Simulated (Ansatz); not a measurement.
# AlCl3FH3OZr: two geometries relaxed, part 1 of 2

Are the two ends of the reaction (ligand exchange) separate minima, and which lies lower? Each is relaxed from a guess. Meant to form: Zr1–O6, H10–F2; to break: Zr1–F2, H10–O6. The start is a guess near the saddle point, from which both ends are pulled out.

Method: RKS PBE/def2-SVP, in Ansatz 0.2.0.

## Step 1: The starting structure

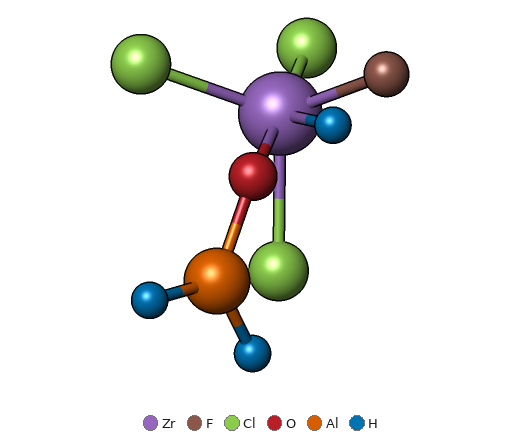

Start, viewed from a free direction; zirconium purple, fluorine brown, chlorine green, oxygen red, aluminium orange, hydrogen blue.

Structure file:

```xyz
10

Zr    0.0000    0.0000    0.0000
F     0.0000    0.0000    2.3300
Cl    2.3764    0.0000   -0.8392
Cl   -1.1869    2.0563   -0.8392
Cl   -1.1869   -2.0563   -0.8392
O    -2.2491    0.0000    0.7473
Al   -3.5628   -0.9643    0.0314
H    -3.2937   -2.4314   -0.4258
H    -4.9834   -0.3425   -0.1389
H    -1.3253    0.0000    1.9476
```

## Step 2: A restrained relaxation towards end A

Springs on the bonds that form and break draw the guess towards this end; the thresholds are loose.

Input file input.yaml:

```yaml
crystal:
  periodic: [false, false, false]
  atoms:
    - { symbol: Zr, position_ang: [0.0, 0.0, 0.0] }
    - { symbol: F, position_ang: [0.0, 0.0, 2.33] }
    - { symbol: Cl, position_ang: [2.3764, 0.0, -0.8392] }
    - { symbol: Cl, position_ang: [-1.1869, 2.0563, -0.8392] }
    - { symbol: Cl, position_ang: [-1.1869, -2.0563, -0.8392] }
    - { symbol: O, position_ang: [-2.2491, 0.0, 0.7473] }
    - { symbol: Al, position_ang: [-3.5628, -0.9643, 0.0314] }
    - { symbol: H, position_ang: [-3.2937, -2.4314, -0.4258] }
    - { symbol: H, position_ang: [-4.9834, -0.3425, -0.1389] }
    - { symbol: H, position_ang: [-1.3253, 0.0, 1.9476] }
basis:
  gaussian: { orbitals: def2-SVP }
hamiltonian:
  xc: pbe
relax:
  f_tol: 0.15
  max_steps: 25
  restrain:
    - { distance: [0, 5], at: 3.27, k: 30.0 }
    - { distance: [9, 1], at: 2.12, k: 30.0 }
    - { distance: [0, 1], at: 1.98, k: 30.0 }
    - { distance: [9, 5], at: 1.01, k: 30.0 }
```

Started as:

```console
> ansatz run input.yaml --threads 4 --pin off --max-ram 5120MiB --backend cpu --events-out ev --progress --plain --runs-dir out
```

The program printed (excerpt; [...] marks lines left out):

```text
Warning: RAYON_NUM_THREADS=4 ignored (pool sized by the plan → 4); use --threads N
[...]
Functional definition: PBE
[...]
1521 factors; their error is unknown
[...]
mean field -50223.35977412 eV, -1845.6744290829 hartree, gradient 5.4e-5 eV, S^2 0.000000; 0 other end points of the search recorded, 0 dependent functions left out
[...]
reference -50223.35985684 eV, -1845.6744321230 hartree; 48, 48 occupied and 98, 98 virtual orbitals, 1521 factors
relax step   1: F+E_penalty+E_count = -50223.35977412 eV  Δ(F+E_penalty+E_count) = +0.000e0 eV  max|allowed force component| = 2.975e0 eV/Å  E_restraint = 26.03542439 eV  max|allowed force component, restraints' pulls added| = 3.103e1 eV/Å  Δτ_max = 0.0000 Å  (33 SCF iters, accepted)
[...]
relax step   3: F+E_penalty+E_count = -50224.90435811 eV  Δ(F+E_penalty+E_count) = -9.679e-1 eV  max|allowed force component| = 4.343e0 eV/Å  E_restraint = 3.49966503 eV  max|allowed force component, restraints' pulls added| = 1.035e1 eV/Å  Δτ_max = 0.1949 Å  (39 SCF iters, accepted)
[...]
relax step   5: F+E_penalty+E_count = -50226.58314620 eV  Δ(F+E_penalty+E_count) = -6.949e-1 eV  max|allowed force component| = 1.091e0 eV/Å  E_restraint = 0.05377791 eV  max|allowed force component, restraints' pulls added| = 1.286e0 eV/Å  Δτ_max = 0.1948 Å  (36 SCF iters, accepted)
[...]
relax step   7: F+E_penalty+E_count = -50226.90438590 eV  Δ(F+E_penalty+E_count) = -9.388e-2 eV  max|allowed force component| = 9.331e-1 eV/Å  E_restraint = 0.03789783 eV  max|allowed force component, restraints' pulls added| = 8.874e-1 eV/Å  Δτ_max = 0.1905 Å  (31 SCF iters, accepted)
[...]
relax step   8: F+E_penalty+E_count = -50226.96524421 eV  Δ(F+E_penalty+E_count) = -6.086e-2 eV  max|allowed force component| = 9.886e-1 eV/Å  E_restraint = 0.02278956 eV  max|allowed force component, restraints' pulls added| = 3.064e-1 eV/Å  Δτ_max = 0.2000 Å  (30 SCF iters, accepted)
[...]
relax step   9: F+E_penalty+E_count = -50227.00501555 eV  Δ(F+E_penalty+E_count) = -3.977e-2 eV  max|allowed force component| = 1.008e0 eV/Å  E_restraint = 0.02120240 eV  max|allowed force component, restraints' pulls added| = 1.260e-1 eV/Å  Δτ_max = 0.2000 Å  (30 SCF iters, accepted)
  distance Zr 0 - O 5 = 3.2595 Å
  distance H 9 - F 1 = 2.1279 Å
  distance Zr 0 - F 1 = 1.9519 Å
  distance H 9 - O 5 = 0.9888 Å
[...]
1521 factors; their error is unknown
mean field -50227.03776975 eV, -1845.8095929292 hartree, gradient 9.9e-6 eV, S^2 0.000000; 0 other end points of the search recorded, 0 dependent functions left out
[...]
reference -50227.03785516 eV, -1845.8095960682 hartree; 48, 48 occupied and 98, 98 virtual orbitals, 1521 factors
```

## Step 3: The log goes on: pulled along the bonds that form and break, towards end A

The log, continued:

```text
relax step  10: F+E_penalty+E_count = -50227.03776975 eV  Δ(F+E_penalty+E_count) = -3.275e-2 eV  max|allowed force component| = 1.052e0 eV/Å  E_restraint = 0.02021739 eV  max|allowed force component, restraints' pulls added| = 1.639e-1 eV/Å  Δτ_max = 0.1956 Å  (31 SCF iters, accepted)
  distance Zr 0 - O 5 = 3.2574 Å
  distance H 9 - F 1 = 2.1218 Å
  distance Zr 0 - F 1 = 1.9532 Å
  distance H 9 - O 5 = 0.9884 Å
these checks for a lower state are left out or cut short: starts, cluster_reference, orbital_swaps, neighbouring_geometries, increment
1521 factors; their error is unknown
mean field evaluation 96: about -50227.0668 eV, gradient 1.3e-5 eV
mean field -50227.06681423 eV, -1845.8106602944 hartree, gradient 1.3e-5 eV, S^2 0.000000; 0 other end points of the search recorded, 0 dependent functions left out
the calculation of the forces begins
reference -50227.06689970 eV, -1845.8106634353 hartree; 48, 48 occupied and 98, 98 virtual orbitals, 1521 factors
relax step  11: F+E_penalty+E_count = -50227.06681423 eV  Δ(F+E_penalty+E_count) = -2.904e-2 eV  max|allowed force component| = 1.082e0 eV/Å  E_restraint = 0.02138234 eV  max|allowed force component, restraints' pulls added| = 1.544e-1 eV/Å  Δτ_max = 0.1963 Å  (31 SCF iters, accepted)
  distance Zr 0 - O 5 = 3.2536 Å
  distance H 9 - F 1 = 2.1202 Å
  distance Zr 0 - F 1 = 1.9538 Å
  distance H 9 - O 5 = 0.9883 Å
these checks for a lower state are left out or cut short: starts, cluster_reference, orbital_swaps, neighbouring_geometries, increment
1521 factors; their error is unknown
mean field -50227.07383689 eV, -1845.8109183724 hartree, gradient 7.6e-6 eV, S^2 0.000000; 0 other end points of the search recorded, 0 dependent functions left out
the calculation of the forces begins
reference -50227.07392236 eV, -1845.8109215132 hartree; 48, 48 occupied and 98, 98 virtual orbitals, 1521 factors
relax step  12: F+E_penalty+E_count = -50227.07383689 eV  Δ(F+E_penalty+E_count) = -7.023e-3 eV  max|allowed force component| = 1.201e0 eV/Å  E_restraint = 0.02305354 eV  max|allowed force component, restraints' pulls added| = 3.182e-1 eV/Å  Δτ_max = 0.1950 Å  (32 SCF iters, accepted)
  distance Zr 0 - O 5 = 3.2502 Å
  distance H 9 - F 1 = 2.1227 Å
  distance Zr 0 - F 1 = 1.9541 Å
  distance H 9 - O 5 = 0.9884 Å
these checks for a lower state are left out or cut short: starts, cluster_reference, orbital_swaps, neighbouring_geometries, increment
1521 factors; their error is unknown
mean field -50227.07681928 eV, -1845.8110279730 hartree, gradient 2.0e-5 eV, S^2 0.000000; 0 other end points of the search recorded, 0 dependent functions left out
the calculation of the forces begins
reference -50227.07690433 eV, -1845.8110310986 hartree; 48, 48 occupied and 98, 98 virtual orbitals, 1521 factors
relax step  13: F+E_penalty+E_count = -50227.07681928 eV  Δ(F+E_penalty+E_count) = -2.982e-3 eV  max|allowed force component| = 1.089e0 eV/Å  E_restraint = 0.02629247 eV  max|allowed force component, restraints' pulls added| = 4.092e-1 eV/Å  Δτ_max = 0.1966 Å  (31 SCF iters, rejected (line search))
  distance Zr 0 - O 5 = 3.2494 Å
  distance H 9 - F 1 = 2.1276 Å
  distance Zr 0 - F 1 = 1.9512 Å
  distance H 9 - O 5 = 0.9889 Å
these checks for a lower state are left out or cut short: starts, cluster_reference, orbital_swaps, neighbouring_geometries, increment
1521 factors; their error is unknown
mean field -50227.10726470 eV, -1845.8121468218 hartree, gradient 1.6e-5 eV, S^2 0.000000; 0 other end points of the search recorded, 0 dependent functions left out
the calculation of the forces begins
reference -50227.10735000 eV, -1845.8121499564 hartree; 48, 48 occupied and 98, 98 virtual orbitals, 1521 factors
relax step  14: F+E_penalty+E_count = -50227.10726470 eV  Δ(F+E_penalty+E_count) = -3.343e-2 eV  max|allowed force component| = 1.127e0 eV/Å  E_restraint = 0.02552152 eV  max|allowed force component, restraints' pulls added| = 1.897e-1 eV/Å  Δτ_max = 0.0941 Å  (30 SCF iters, accepted)
  distance Zr 0 - O 5 = 3.2519 Å
  distance H 9 - F 1 = 2.1248 Å
  distance Zr 0 - F 1 = 1.9498 Å
  distance H 9 - O 5 = 0.9890 Å
these checks for a lower state are left out or cut short: starts, cluster_reference, orbital_swaps, neighbouring_geometries, increment
1521 factors; their error is unknown
mean field -50227.12113365 eV, -1845.8126564963 hartree, gradient 1.3e-5 eV, S^2 0.000000; 0 other end points of the search recorded, 0 dependent functions left out
the calculation of the forces begins
reference -50227.12121893 eV, -1845.8126596302 hartree; 48, 48 occupied and 98, 98 virtual orbitals, 1521 factors
relax step  15: F+E_penalty+E_count = -50227.12113365 eV  Δ(F+E_penalty+E_count) = -1.387e-2 eV  max|allowed force component| = 1.151e0 eV/Å  E_restraint = 0.02546916 eV  max|allowed force component, restraints' pulls added| = 6.853e-2 eV/Å  Δτ_max = 0.1000 Å  (30 SCF iters, accepted)
  distance Zr 0 - O 5 = 3.2526 Å
  distance H 9 - F 1 = 2.1260 Å
  distance Zr 0 - F 1 = 1.9497 Å
  distance H 9 - O 5 = 0.9891 Å
these checks for a lower state are left out or cut short: starts, cluster_reference, orbital_swaps, neighbouring_geometries, increment
1521 factors; their error is unknown
mean field evaluation 128: about -50227.1338 eV, gradient 1.9e-1 eV
mean field -50227.13400342 eV, -1845.8131294516 hartree, gradient 1.7e-5 eV, S^2 0.000000; 0 other end points of the search recorded, 0 dependent functions left out
the calculation of the forces begins
reference -50227.13408841 eV, -1845.8131325748 hartree; 48, 48 occupied and 98, 98 virtual orbitals, 1521 factors
relax step  16: F+E_penalty+E_count = -50227.13400342 eV  Δ(F+E_penalty+E_count) = -1.287e-2 eV  max|allowed force component| = 1.204e0 eV/Å  E_restraint = 0.02652981 eV  max|allowed force component, restraints' pulls added| = 6.045e-2 eV/Å  Δτ_max = 0.1452 Å  (31 SCF iters, accepted)
  distance Zr 0 - O 5 = 3.2512 Å
  distance H 9 - F 1 = 2.1281 Å
  distance Zr 0 - F 1 = 1.9495 Å
  distance H 9 - O 5 = 0.9895 Å
these checks for a lower state are left out or cut short: starts, cluster_reference, orbital_swaps, neighbouring_geometries, increment
1521 factors; their error is unknown
mean field -50227.13613093 eV, -1845.8132076361 hartree, gradient 1.8e-5 eV, S^2 0.000000; 0 other end points of the search recorded, 0 dependent functions left out
the calculation of the forces begins
reference -50227.13621613 eV, -1845.8132107672 hartree; 48, 48 occupied and 98, 98 virtual orbitals, 1521 factors
relax step  17: F+E_penalty+E_count = -50227.13613093 eV  Δ(F+E_penalty+E_count) = -2.128e-3 eV  max|allowed force component| = 1.075e0 eV/Å  E_restraint = 0.02798085 eV  max|allowed force component, restraints' pulls added| = 1.357e-1 eV/Å  Δτ_max = 0.1868 Å  (30 SCF iters, accepted)
  distance Zr 0 - O 5 = 3.2509 Å
  distance H 9 - F 1 = 2.1307 Å
  distance Zr 0 - F 1 = 1.9486 Å
  distance H 9 - O 5 = 0.9900 Å
1521 factors; their error is unknown
mean field evaluation 160: about -50227.1361 eV, gradient 3.5e-4 eV
mean field -50227.13613093 eV, -1845.8132076361 hartree, gradient 1.8e-5 eV, S^2 0.000000; 1 other end points of the search recorded, 0 dependent functions left out
the calculation of the forces begins
reference -50227.13621613 eV, -1845.8132107672 hartree; 48, 48 occupied and 98, 98 virtual orbitals, 1521 factors
Total energy: -50227.13621613 eV, -1845.8132107672 hartree
Atom 0 at     0.092505     0.203021    -0.160185 Å, force    -0.523624    -0.185687     1.075482 eV/Å
Atom 1 at    -0.030858    -0.171084     1.748212 Å, force     0.270036     0.179729    -0.970624 eV/Å
Atom 2 at     2.285495    -0.273984    -0.808691 Å, force    -0.119853     0.041561     0.057499 eV/Å
Atom 3 at    -0.268308     2.453594    -0.675981 Å, force     0.021288    -0.135740     0.025135 eV/Å
Atom 4 at    -1.253708    -1.300469    -1.467245 Å, force     0.051201     0.109660     0.094543 eV/Å
Atom 5 at    -2.811116     0.049576     1.293623 Å, force     0.978524    -0.134582     0.076149 eV/Å
Atom 6 at    -3.482072    -1.194521     0.247376 Å, force    -0.014670     0.026824     0.019327 eV/Å
Atom 7 at    -3.345812    -2.729158     0.673543 Å, force    -0.001531     0.005646     0.021483 eV/Å
Atom 8 at    -4.450955    -0.616534    -0.874180 Å, force    -0.029537    -0.007023     0.021990 eV/Å
Atom 9 at    -2.146871    -0.158642     1.997529 Å, force    -0.631834     0.099612    -0.420983 eV/Å
Dipole moment:     0.356286    -0.025265     0.023305 e Å
```

It took 56 s on 4 threads of Arm Neoverse V1, shared host; peak memory 0.24 GiB.

Relaxation path:

```csv
step,energy from step 1 (eV),largest force component (eV/Å)
1,0.0000,2.9751
2,-0.5767,3.7162
3,-1.5446,4.3430
4,-2.5284,3.6617
5,-3.2234,1.0910
6,-3.4507,1.1594
7,-3.5446,0.9331
8,-3.6055,0.9886
9,-3.6452,1.0079
10,-3.6780,1.0524
11,-3.7070,1.0820
12,-3.7141,1.2009
13x,-3.7170,1.0889
14,-3.7475,1.1270
15,-3.7614,1.1513
16,-3.7742,1.2045
17,-3.7764,1.0755
```

Step 1 is the start. 1 step was tried and not accepted (13; marked x where the table lists them). Energies and forces in the table leave out the springs, which the log lists apart; the run stops on the force with the springs' pull added.

After: Bond lengths: Zr1–F2 1.949 Å, Zr1–Cl3 2.336 Å, Zr1–Cl4 2.337 Å, Zr1–Cl5 2.404 Å, O6–Al7 1.759 Å, Al7–H8 1.599 Å, Al7–H9 1.591 Å, O6–H10 0.990 Å. Angles: F2–Zr1–Cl3 107.0°, F2–Zr1–Cl4 113.0°, F2–Zr1–Cl5 112.1°, Cl3–Zr1–Cl4 106.3°, Cl3–Zr1–Cl5 104.3°, Cl4–Zr1–Cl5 113.3°, O6–Al7–H8 119.2°, O6–Al7–H9 113.3°, H8–Al7–H9 126.1°, Al7–O6–H10 122.0°.

Pairs that crossed the distance rule for bonds on the way: came closer O6–H10; moved apart Zr1–O6, Zr1–H10.

## Step 4: End point A

It starts where the restrained run ended.

Input file input.yaml:

```yaml
crystal:
  periodic: [false, false, false]
  atoms:
    - { symbol: Zr, position_ang: [0.092505, 0.203021, -0.160185] }
    - { symbol: F, position_ang: [-0.030858, -0.171084, 1.748212] }
    - { symbol: Cl, position_ang: [2.285495, -0.273984, -0.808691] }
    - { symbol: Cl, position_ang: [-0.268308, 2.453594, -0.675981] }
    - { symbol: Cl, position_ang: [-1.253708, -1.300469, -1.467245] }
    - { symbol: O, position_ang: [-2.811116, 0.049576, 1.293623] }
    - { symbol: Al, position_ang: [-3.482072, -1.194521, 0.247376] }
    - { symbol: H, position_ang: [-3.345812, -2.729158, 0.673543] }
    - { symbol: H, position_ang: [-4.450955, -0.616534, -0.87418] }
    - { symbol: H, position_ang: [-2.146871, -0.158642, 1.997529] }
basis:
  gaussian: { orbitals: def2-SVP }
hamiltonian:
  xc: pbe
relax:
  f_tol: 0.03
  max_steps: 50
```

Started as:

```console
> ansatz run input.yaml --threads 4 --pin off --max-ram 5120MiB --backend cpu --events-out ev --progress --plain --runs-dir out
```

The program printed (excerpt; [...] marks lines left out):

```text
Warning: RAYON_NUM_THREADS=4 ignored (pool sized by the plan → 4); use --threads N
[...]
[... 1 set-up line as earlier in the session ...]
[...]
1521 factors; their error is unknown
[...]
mean field -50227.13614752 eV, -1845.8132082458 hartree, gradient 3.7e-5 eV, S^2 0.000000; 0 other end points of the search recorded, 0 dependent functions left out
[...]
reference -50227.13623260 eV, -1845.8132113723 hartree; 48, 48 occupied and 98, 98 virtual orbitals, 1521 factors
relax step   1: F+E_penalty+E_count = -50227.13614752 eV  Δ(F+E_penalty+E_count) = +0.000e0 eV  max|allowed force component| = 1.075e0 eV/Å  Δτ_max = 0.0000 Å  (31 SCF iters, accepted)
[...]
relax step   5: F+E_penalty+E_count = -50228.09913230 eV  Δ(F+E_penalty+E_count) = -1.706e-1 eV  max|allowed force component| = 9.136e-1 eV/Å  Δτ_max = 0.1916 Å  (36 SCF iters, accepted)
[...]
Total energy: -50228.35609537 eV, -1845.8580405024 hartree
Atom 0 at    -0.231501     0.322789     0.154342 Å, force    -0.000254     0.001908    -0.013589 eV/Å
Atom 1 at     0.116125     0.869494     1.949673 Å, force     0.001535    -0.001129     0.001562 eV/Å
Atom 2 at     1.670851    -0.979413    -0.286927 Å, force    -0.001810     0.000530     0.002300 eV/Å
Atom 3 at    -0.197203     2.391692    -0.953126 Å, force     0.001405    -0.003862     0.003017 eV/Å
Atom 4 at    -1.663778    -0.852189    -1.738143 Å, force    -0.002756     0.002423     0.008226 eV/Å
Atom 5 at    -2.001097    -0.465862     1.045076 Å, force    -0.011481     0.000597     0.020269 eV/Å
Atom 6 at    -3.228140    -1.341972    -0.097088 Å, force     0.013777     0.002605    -0.000840 eV/Å
Atom 7 at    -3.230212    -2.907410     0.197239 Å, force    -0.000929     0.001134    -0.000523 eV/Å
Atom 8 at    -4.523330    -0.438025    -0.303052 Å, force    -0.001955    -0.002339     0.000479 eV/Å
Atom 9 at    -2.123415    -0.337305     2.006005 Å, force     0.002466    -0.001867    -0.020900 eV/Å
Dipole moment:    -0.264630    -0.067638     0.397858 e Å
```

Run time: 59 s. Hardware: 4 threads of Arm Neoverse V1, shared host; peak memory 0.25 GiB.

The steps of the relaxation:

```csv
step,energy from step 1 (eV),largest force component (eV/Å)
1,0.0000,1.0752
2,-0.1830,1.0640
3,-0.4609,1.5989
4,-0.7924,1.3357
5,-0.9630,0.9136
6,-1.0648,0.5851
7,-1.1140,0.3149
8,-1.1315,0.4814
9,-1.1586,0.2554
10,-1.1885,0.3164
11,-1.2107,0.0919
12,-1.2112,0.2233
13,-1.2166,0.1131
14,-1.2182,0.0819
15,-1.2189,0.0369
16,-1.2197,0.0343
17,-1.2199,0.0209
```

Step 1 is the start.

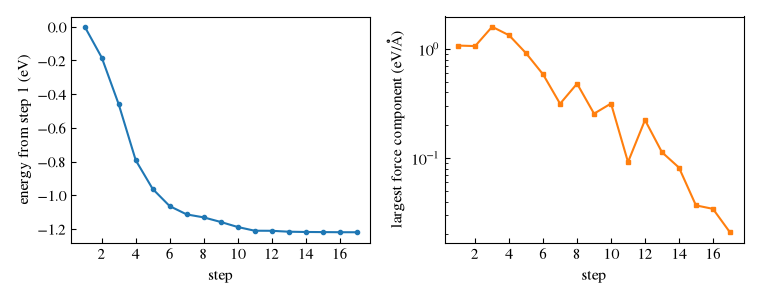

Energy and largest force along the relaxation.

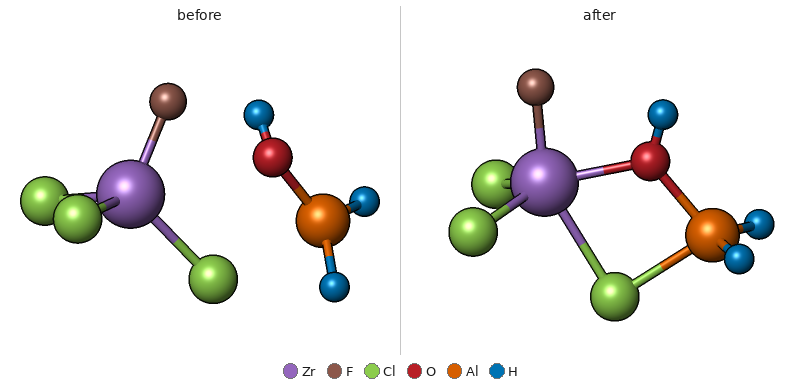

The structure before (left) and after (right), drawn at the same scale.

After: Bond lengths: Zr1–F2 1.909 Å, Zr1–Cl3 2.347 Å, Zr1–Cl4 2.347 Å, Zr1–Cl5 2.648 Å, Zr1–O6 2.132 Å, Cl5–Al7 2.320 Å, O6–Al7 1.891 Å, Al7–H8 1.593 Å, Al7–H9 1.593 Å, O6–H10 0.977 Å. Angles (14 of 20 angles, heavy atoms first): F2–Zr1–Cl3 100.8°, F2–Zr1–Cl4 100.9°, F2–Zr1–Cl5 153.9°, F2–Zr1–O6 82.2°, Cl3–Zr1–Cl4 112.9°, Cl3–Zr1–Cl5 93.3°, Cl3–Zr1–O6 123.1°, Cl4–Zr1–Cl5 93.5°, Cl4–Zr1–O6 122.4°, Cl5–Zr1–O6 71.7°, Zr1–Cl5–Al7 87.3°, Zr1–O6–Al7 117.2°, Cl5–Al7–O6 83.8°, Zr1–O6–H10 117.8°.

Pairs that crossed the distance rule for bonds on the way: came closer Zr1–O6, Zr1–Al7, Cl5–Al7.

## Step 5: Pulling towards end B

Springs on the bonds that form and break draw the guess towards this end; the thresholds are loose.

Input file input.yaml:

```yaml
crystal:
  periodic: [false, false, false]
  atoms:
    - { symbol: Zr, position_ang: [0.0, 0.0, 0.0] }
    - { symbol: F, position_ang: [0.0, 0.0, 2.33] }
    - { symbol: Cl, position_ang: [2.3764, 0.0, -0.8392] }
    - { symbol: Cl, position_ang: [-1.1869, 2.0563, -0.8392] }
    - { symbol: Cl, position_ang: [-1.1869, -2.0563, -0.8392] }
    - { symbol: O, position_ang: [-2.2491, 0.0, 0.7473] }
    - { symbol: Al, position_ang: [-3.5628, -0.9643, 0.0314] }
    - { symbol: H, position_ang: [-3.2937, -2.4314, -0.4258] }
    - { symbol: H, position_ang: [-4.9834, -0.3425, -0.1389] }
    - { symbol: H, position_ang: [-1.3253, 0.0, 1.9476] }
basis:
  gaussian: { orbitals: def2-SVP }
hamiltonian:
  xc: pbe
relax:
  f_tol: 0.15
  max_steps: 25
  restrain:
    - { distance: [0, 5], at: 2.07, k: 30.0 }
    - { distance: [9, 1], at: 0.92, k: 30.0 }
    - { distance: [0, 1], at: 3.18, k: 30.0 }
    - { distance: [9, 5], at: 2.21, k: 30.0 }
output:
  orbitals: {}
```

Started as:

```console
> ansatz run input.yaml --threads 4 --pin off --max-ram 5120MiB --backend cpu --events-out ev --progress --plain --runs-dir out
```

The program printed (excerpt; [...] marks lines left out):

```text
Warning: RAYON_NUM_THREADS=4 ignored (pool sized by the plan → 4); use --threads N
[...]
[... 1 set-up line as earlier in the session ...]
[...]
1521 factors; their error is unknown
[...]
mean field -50223.35977412 eV, -1845.6744290829 hartree, gradient 5.4e-5 eV, S^2 0.000000; 0 other end points of the search recorded, 0 dependent functions left out
[...]
reference -50223.35985684 eV, -1845.6744321230 hartree; 48, 48 occupied and 98, 98 virtual orbitals, 1521 factors
relax step   1: F+E_penalty+E_count = -50223.35977412 eV  Δ(F+E_penalty+E_count) = +0.000e0 eV  max|allowed force component| = 2.975e0 eV/Å  E_restraint = 22.60570531 eV  max|allowed force component, restraints' pulls added| = 2.551e1 eV/Å  Δτ_max = 0.0000 Å  (33 SCF iters, accepted)
[...]
relax step   9: F+E_penalty+E_count = -50226.23319495 eV  Δ(F+E_penalty+E_count) = -1.641e-1 eV  max|allowed force component| = 1.312e0 eV/Å  E_restraint = 0.04017299 eV  max|allowed force component, restraints' pulls added| = 2.909e-1 eV/Å  Δτ_max = 0.1949 Å  (36 SCF iters, accepted)
[...]
relax step  10: F+E_penalty+E_count = -50226.32720700 eV  Δ(F+E_penalty+E_count) = -9.401e-2 eV  max|allowed force component| = 1.310e0 eV/Å  E_restraint = 0.04356307 eV  max|allowed force component, restraints' pulls added| = 2.359e-1 eV/Å  Δτ_max = 0.1990 Å  (36 SCF iters, accepted)
  distance Zr 0 - O 5 = 2.0195 Å
  distance H 9 - F 1 = 0.9351 Å
  distance Zr 0 - F 1 = 3.1719 Å
  distance H 9 - O 5 = 2.2025 Å
[...]
1521 factors; their error is unknown
[...]
mean field -50226.38587067 eV, -1845.7856360800 hartree, gradient 1.5e-5 eV, S^2 0.000000; 0 other end points of the search recorded, 0 dependent functions left out
[...]
reference -50226.38595926 eV, -1845.7856393356 hartree; 48, 48 occupied and 98, 98 virtual orbitals, 1521 factors
```

(Continued in part 2 of 2.)
